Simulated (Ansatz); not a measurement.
Geometry relaxation of C2H9BOSi (part 1 of 2)

System: C2H9BOSi, SMILES BC([SiH3])OC.
Method: RKS PBE-D4/def2-SVP (Ansatz 0.2.0).

The geometry: force-field start. Figures and captions count atoms from 1; the log counts them from 0 in places.

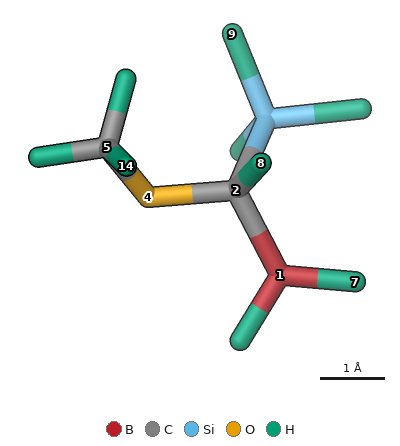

*The starting structure (stick view, seen at a tilt; atoms are numbered from 1 in the order of the input).*

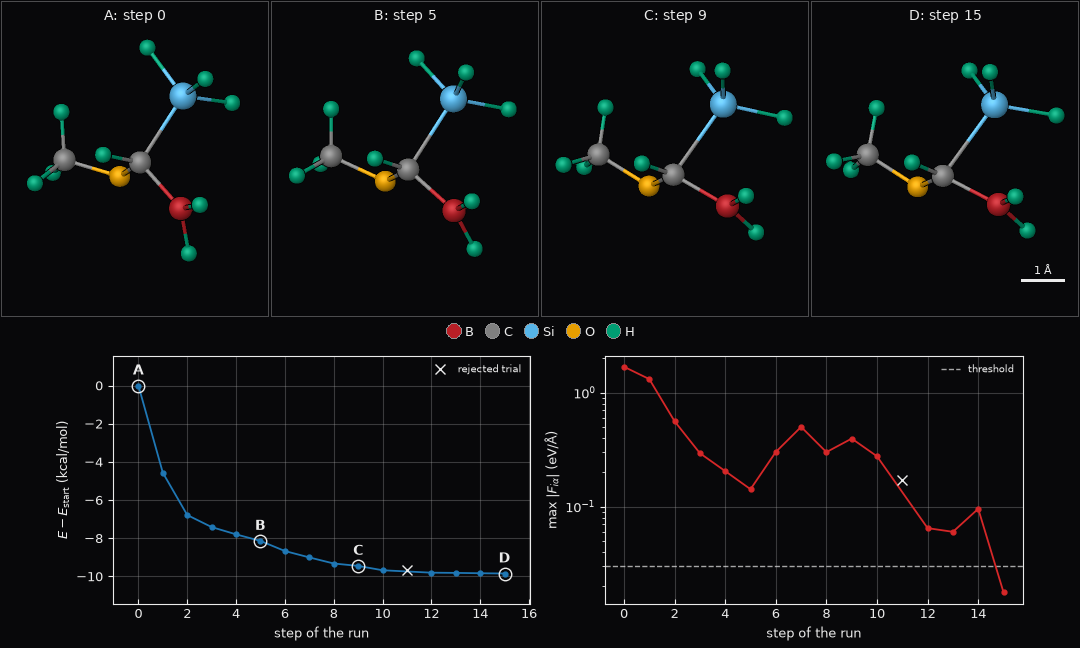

*Frames of the relaxation (ball-and-stick view, seen at a tilt) above the curves, on which the letters mark them (the first geometry is step 0 here and step 1 in the log).*

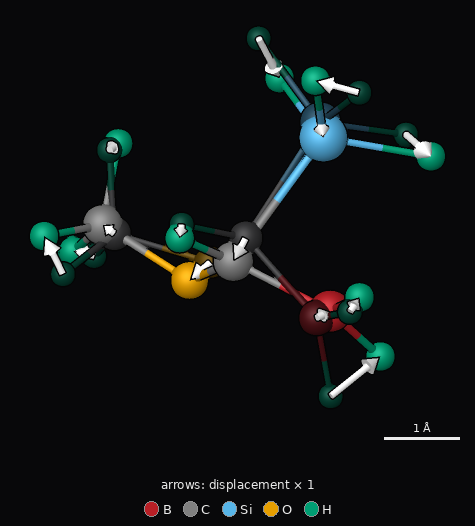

*Start (faint) and end (solid) with the displacements as white arrows, at true length (ball-and-stick view, seen at a tilt). The two geometries are laid on each other by the best rigid fit.*

H6 moves most after the best rigid fit: 0.93 Å. Largest moves by element: H 0.93 Å, O 0.38 Å, C 0.36 Å, B 0.25 Å, Si 0.24 Å. Among the contacts that change: C2–Si3 1.849 → 2.053 Å, Si3–H10 1.461 → 1.503 Å, O4–C5 1.373 → 1.413 Å, C2–H8 1.154 → 1.115 Å. Among the angles that change: B1–C2–Si3 106.1° → 81.9°, B1–C2–H8 109.1° → 119.5°, Si3–C2–H8 108.7° → 99.8°. After 15 geometry steps the energy has fallen by 9.85 kcal/mol. Largest force component: 1.7 eV/Å at the start, 0.018 eV/Å at the end. The line search rejected the trial step at point 11 (counted from 0) and went back. (Atoms are counted from 1 in the order of the input.)

The input and output of the run follow.

### Input file
```yaml
crystal:
  periodic: [false, false, false]
  atoms:
    - {symbol: B, position_ang: [-1.517100, 0.651300, 1.003300]}
    - {symbol: C, position_ang: [-0.232500, 0.334500, 0.210200]}
    - {symbol: Si, position_ang: [0.779100, -0.771100, 1.293500]}
    - {symbol: O, position_ang: [-0.494500, -0.336400, -0.983600]}
    - {symbol: C, position_ang: [0.328300, -0.015400, -2.034800]}
    - {symbol: H, position_ang: [-2.619200, 0.422900, 0.539400]}
    - {symbol: H, position_ang: [-1.487800, 1.284500, 2.020400]}
    - {symbol: H, position_ang: [0.352100, 1.313900, 0.032500]}
    - {symbol: H, position_ang: [2.078700, -1.078500, 0.669400]}
    - {symbol: H, position_ang: [0.080900, -2.014900, 1.611100]}
    - {symbol: H, position_ang: [1.097100, -0.080300, 2.592100]}
    - {symbol: H, position_ang: [1.400100, -0.209300, -1.713600]}
    - {symbol: H, position_ang: [0.040400, -0.601300, -2.921800]}
    - {symbol: H, position_ang: [0.181500, 1.070800, -2.289400]}
basis:
  gaussian: {orbitals: def2-SVP}
hamiltonian: {xc: pbe, dispersion: d4}
relax: {f_tol: 0.03, max_steps: 200}
```

Command:
```bash
ansatz run in.yaml --threads 4 --pin off --events-out ev --progress --plain --max-ram 10444MiB
```

### Log
```
Functional definition: PBE
  name "PBE"
  cite "Perdew, Burke & Ernzerhof, Phys. Rev. Lett. 77, 3865 (1996) doi:10.1103/PhysRevLett.77.3865"
  parent pbe
  parameter kappa = 0.804
  parameter beta = 0.06672455060314922
  exchange = pbe_x(kappa = kappa, mu = beta*pi^2/3)
  correlation = pbe_c(beta = beta)
1331 factors; their error is unknown
mean field evaluation 1: about -12795.5684 eV, gradient 5.3e1 eV
mean field evaluation 2: about -12778.3431 eV, gradient 9.9e1 eV
mean field evaluation 4: about -12802.9077 eV, gradient 6.3e0 eV
mean field evaluation 8: about -12803.0042 eV, gradient 1.4e-1 eV
mean field evaluation 16: about -12802.9355 eV, gradient 1.6e-4 eV
mean field -12802.93552301 eV, -470.4992023291 hartree, gradient 5.2e-5 eV, S^2 0.000000; 0 other end points of the search recorded, 0 dependent functions left out
the calculation of the forces begins
reference -12802.93556278 eV, -470.4992037908 hartree; 24, 24 occupied and 95, 95 virtual orbitals, 1331 factors
relax step   1: F+E_penalty+E_count = -12803.22135707 eV  Δ(F+E_penalty+E_count) = +0.000e0 eV  max|allowed force component| = 1.687e0 eV/Å  Δτ_max = 0.0000 Å  (28 SCF iters, accepted)
these checks for a lower state are left out or cut short: starts, cluster_reference, orbital_swaps, neighbouring_geometries, increment
1331 factors; their error is unknown
mean field -12803.13661065 eV, -470.5065921636 hartree, gradient 1.3e-5 eV, S^2 0.000000; 0 other end points of the search recorded, 0 dependent functions left out
[... from here on the field's lines of each further geometry are left out, up to the last ...]
relax step   2: F+E_penalty+E_count = -12803.41941392 eV  Δ(F+E_penalty+E_count) = -1.981e-1 eV  max|allowed force component| = 1.315e0 eV/Å  Δτ_max = 0.1384 Å  (29 SCF iters, accepted)
relax step   3: F+E_penalty+E_count = -12803.51545931 eV  Δ(F+E_penalty+E_count) = -9.605e-2 eV  max|allowed force component| = 5.605e-1 eV/Å  Δτ_max = 0.0781 Å  (29 SCF iters, accepted)
relax step   4: F+E_penalty+E_count = -12803.54284268 eV  Δ(F+E_penalty+E_count) = -2.738e-2 eV  max|allowed force component| = 2.940e-1 eV/Å  Δτ_max = 0.2000 Å  (29 SCF iters, accepted)
relax step   5: F+E_penalty+E_count = -12803.55937261 eV  Δ(F+E_penalty+E_count) = -1.653e-2 eV  max|allowed force component| = 2.048e-1 eV/Å  Δτ_max = 0.0717 Å  (29 SCF iters, accepted)
relax step   6: F+E_penalty+E_count = -12803.57432080 eV  Δ(F+E_penalty+E_count) = -1.495e-2 eV  max|allowed force component| = 1.420e-1 eV/Å  Δτ_max = 0.0880 Å  (30 SCF iters, accepted)
relax step   7: F+E_penalty+E_count = -12803.59723749 eV  Δ(F+E_penalty+E_count) = -2.292e-2 eV  max|allowed force component| = 3.016e-1 eV/Å  Δτ_max = 0.1908 Å  (29 SCF iters, accepted)
relax step   8: F+E_penalty+E_count = -12803.61175946 eV  Δ(F+E_penalty+E_count) = -1.452e-2 eV  max|allowed force component| = 5.005e-1 eV/Å  Δτ_max = 0.1949 Å  (29 SCF iters, accepted)
relax step   9: F+E_penalty+E_count = -12803.62557671 eV  Δ(F+E_penalty+E_count) = -1.382e-2 eV  max|allowed force component| = 3.006e-1 eV/Å  Δτ_max = 0.0711 Å  (30 SCF iters, accepted)
relax step  10: F+E_penalty+E_count = -12803.63104383 eV  Δ(F+E_penalty+E_count) = -5.467e-3 eV  max|allowed force component| = 3.952e-1 eV/Å  Δτ_max = 0.1291 Å  (30 SCF iters, accepted)
relax step  11: F+E_penalty+E_count = -12803.64091104 eV  Δ(F+E_penalty+E_count) = -9.867e-3 eV  max|allowed force component| = 2.762e-1 eV/Å  Δτ_max = 0.0539 Å  (30 SCF iters, accepted)
relax step  12: F+E_penalty+E_count = -12803.64003366 eV  Δ(F+E_penalty+E_count) = +8.774e-4 eV  max|allowed force component| = 1.696e-1 eV/Å  Δτ_max = 0.1121 Å  (30 SCF iters, rejected (line search))
relax step  13: F+E_penalty+E_count = -12803.64643653 eV  Δ(F+E_penalty+E_count) = -5.525e-3 eV  max|allowed force component| = 6.469e-2 eV/Å  Δτ_max = 0.0554 Å  (31 SCF iters, accepted)
relax step  14: F+E_penalty+E_count = -12803.64689839 eV  Δ(F+E_penalty+E_count) = -4.619e-4 eV  max|allowed force component| = 6.003e-2 eV/Å  Δτ_max = 0.0380 Å  (30 SCF iters, accepted)
relax step  15: F+E_penalty+E_count = -12803.64768993 eV  Δ(F+E_penalty+E_count) = -7.915e-4 eV  max|allowed force component| = 9.560e-2 eV/Å  Δτ_max = 0.0336 Å  (30 SCF iters, accepted)
the calculation of the forces begins
reference -12803.36196976 eV, -470.5148739581 hartree; 24, 24 occupied and 95, 95 virtual orbitals, 1331 factors
relax step  16: F+E_penalty+E_count = -12803.64831286 eV  Δ(F+E_penalty+E_count) = -6.229e-4 eV  max|allowed force component| = 1.768e-2 eV/Å  Δτ_max = 0.0117 Å  (31 SCF iters, accepted)
1331 factors; their error is unknown
mean field evaluation 128: about -12802.5347 eV, gradient 2.0e1 eV
mean field -12803.36193030 eV, -470.5148725080 hartree, gradient 2.7e-5 eV, S^2 0.000000; 1 other end points of the search recorded, 0 dependent functions left out
the calculation of the forces begins
reference -12803.36196976 eV, -470.5148739581 hartree; 24, 24 occupied and 95, 95 virtual orbitals, 1331 factors
Total energy: -12803.64835232 eV, -470.5253983231 hartree
Atom 0 at    -1.525834     0.421807     1.073534 Å, force     0.008813     0.004236    -0.010147 eV/Å
Atom 1 at    -0.448445     0.549717     0.019070 Å, force    -0.017681    -0.013485    -0.016810 eV/Å
Atom 2 at     0.582340    -0.629342     1.346593 Å, force     0.005853     0.002730     0.007874 eV/Å
Atom 3 at    -0.592097    -0.056872    -1.221697 Å, force     0.004539     0.014629     0.012166 eV/Å
Atom 4 at     0.516466     0.069360    -2.088545 Å, force     0.012086     0.005659    -0.010294 eV/Å
Atom 5 at    -2.438819    -0.369753     0.961738 Å, force    -0.014046    -0.008290    -0.000109 eV/Å
Atom 6 at    -1.380985     1.074637     2.093453 Å, force     0.005054     0.003752     0.009769 eV/Å
Atom 7 at     0.210598     1.449584     0.013761 Å, force     0.003463     0.002707    -0.000042 eV/Å
Atom 8 at     1.411673    -1.491999     0.438528 Å, force     0.002200    -0.001916    -0.013686 eV/Å
Atom 9 at    -0.254640    -1.549376     2.190829 Å, force    -0.006220    -0.006212     0.009867 eV/Å
Atom 10 at     1.468832     0.209345     2.217997 Å, force     0.003312     0.005990     0.004741 eV/Å
Atom 11 at     1.422803    -0.447105    -1.691554 Å, force    -0.005044    -0.001520     0.000157 eV/Å
Atom 12 at     0.236734    -0.397935    -3.052137 Å, force     0.001576    -0.001222     0.003052 eV/Å
Atom 13 at     0.778474     1.138633    -2.272870 Å, force    -0.003906    -0.007058     0.003460 eV/Å
Dipole moment:     0.440761     0.074042    -0.196766 e Å
```

### Trajectory as extended XYZ (Å, eV, eV/Å), 16 frames, from step=1 to step=16
```
14
Properties=species:S:1:pos:R:3:forces:R:3 step=1 energy=-12803.22136
B    -1.5171    0.6513    1.0033   -0.4264   0.7404  -0.4628
C    -0.2325    0.3345    0.2102   -0.5005   1.6871  -0.2374
Si    0.7791   -0.7711    1.2935    1.0354   0.0933   1.2399
O    -0.4945   -0.3364   -0.9836   -1.2707  -1.2041  -0.2749
C     0.3283   -0.0154   -2.0348    0.9816   0.7105   0.0204
H    -2.6192    0.4229    0.5394    0.0869  -0.3455   0.0459
H    -1.4878    1.2845    2.0204    0.2265   0.0164   0.5071
H     0.3521    1.3139    0.0325   -0.4095  -0.6897   0.4235
H     2.0787   -1.0785    0.6694    0.4286  -0.2249  -0.3827
H     0.0809   -2.0149    1.6111   -0.4340  -0.6388   0.0508
H     1.0971   -0.0803    2.5921    0.0105   0.0185   0.0412
H     1.4001   -0.2093   -1.7136   -0.2369   0.2173  -0.7271
H     0.0404   -0.6013   -2.9218    0.0991  -0.2717  -0.0834
H     0.1815    1.0708   -2.2894    0.4095  -0.1088  -0.1605
14
Properties=species:S:1:pos:R:3:forces:R:3 step=2 energy=-12803.41941
B    -1.5548    0.7685    0.9803   -0.4178  -1.0840   0.5996
C    -0.2797    0.3555    0.2037   -0.3747   1.3152  -0.3310
Si    0.7775   -0.7415    1.3229    0.3711  -0.2653   0.5618
O    -0.5174   -0.3269   -1.0117   -0.3333  -0.3790  -0.1222
C     0.3571   -0.0147   -2.0531    0.4593   0.3978  -0.1776
H    -2.6592    0.3267    0.6305    0.3815   0.4222  -0.0235
H    -1.4604    1.2359    2.1146    0.0645   0.2517  -0.4000
H     0.3239    1.3045    0.0646   -0.0030  -0.2559   0.0441
H     2.0504   -1.1093    0.6183    0.0405   0.0162  -0.0965
H     0.0381   -2.0023    1.6129   -0.1167  -0.1685   0.0660
H     1.1186   -0.0521    2.6187    0.0295  -0.0075  -0.0604
H     1.4312   -0.2075   -1.7834   -0.1488   0.0079  -0.1118
H     0.0903   -0.6306   -2.9323   -0.0082  -0.1027   0.0134
H     0.2716    1.0645   -2.3576    0.0563  -0.1482   0.0382
14
Properties=species:S:1:pos:R:3:forces:R:3 step=3 energy=-12803.51546
B    -1.5712    0.7051    1.0228   -0.1428  -0.1595   0.0502
C    -0.2998    0.3711    0.1995   -0.2891   0.5605  -0.0303
Si    0.7801   -0.7459    1.3283    0.1840  -0.1847   0.2259
O    -0.5237   -0.3165   -1.0248   -0.1358  -0.0922  -0.0222
C     0.3728   -0.0097   -2.0596    0.2240   0.1865  -0.1218
H    -2.6781    0.3362    0.6408    0.2328   0.0614   0.1027
H    -1.4638    1.2724    2.1089    0.0514  -0.0684  -0.2823
H     0.2986    1.3185    0.0812   -0.0148  -0.1505   0.0091
H     2.0381   -1.1152    0.5864   -0.0421   0.0127  -0.0191
H     0.0276   -2.0075    1.6334   -0.0112  -0.0207   0.0362
H     1.1504   -0.0502    2.6113    0.0248  -0.0180  -0.0399
H     1.4403   -0.2139   -1.7905   -0.0534  -0.0129   0.0147
H     0.1105   -0.6378   -2.9334   -0.0202  -0.0322   0.0262
H     0.3054    1.0641   -2.3756   -0.0075  -0.0822   0.0505
14
Properties=species:S:1:pos:R:3:forces:R:3 step=4 energy=-12803.54284
B    -1.5995    0.6764    1.0421   -0.0844   0.0678   0.2027
C    -0.3658    0.4215    0.1810    0.2142  -0.1807  -0.2940
Si    0.7536   -0.7520    1.2781   -0.1189   0.0238   0.1755
O    -0.5730   -0.2565   -1.0571    0.2420   0.0884   0.0127
C     0.4192    0.0097   -2.0284   -0.0992  -0.1503  -0.1658
H    -2.6940    0.2506    0.7436   -0.0479  -0.0765   0.0235
H    -1.4305    1.2923    2.0786   -0.0439  -0.0077   0.0336
H     0.2500    1.3508    0.0915    0.0516   0.0190  -0.0553
H     1.9250   -1.2178    0.4573   -0.0402   0.0705  -0.0691
H    -0.0226   -1.9735    1.6824   -0.0233   0.0368   0.0220
H     1.2662   -0.0365    2.4988    0.0114  -0.0332  -0.0099
H     1.4625   -0.1390   -1.6509   -0.1063   0.0162   0.0532
H     0.2615   -0.7070   -2.8653   -0.0080   0.1575   0.0801
H     0.3345    1.0518   -2.4230    0.0529  -0.0316  -0.0093
```
